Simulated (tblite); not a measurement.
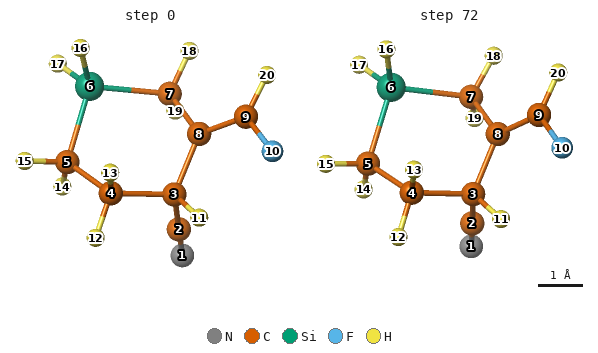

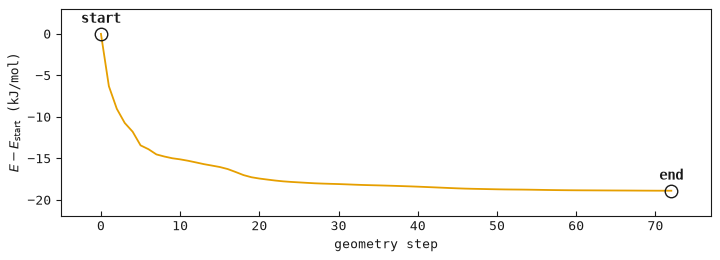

First and last geometry of a relaxation of C₇H₁₀FNSi, with the history of the run. The picture is a ball-and-stick view, seen at a tilt.

Theory: GFN2-xTB geometry optimisation, gas phase in tblite. 

> What do the curves and the structures tell?

It converged. N1 moves most after the best rigid fit: 0.34 Å. Largest moves by element: N 0.34 Å, F 0.30 Å, H 0.23 Å, C 0.20 Å, Si 0.07 Å. Near-neighbour distances that change, for instance: C2–C3 1.497 → 1.444 Å, Si6–H16 1.500 → 1.468 Å, C7–C8 1.519 → 1.487 Å, C4–H13 1.117 → 1.092 Å. Bond angles that change, for instance: Si6–C7–C8 112.1° → 108.1°, C3–C4–C5 116.4° → 112.7°, Si6–C7–H18 108.9° → 112.2°. Over 72 geometry steps the energy falls by 18.9 kJ/mol.
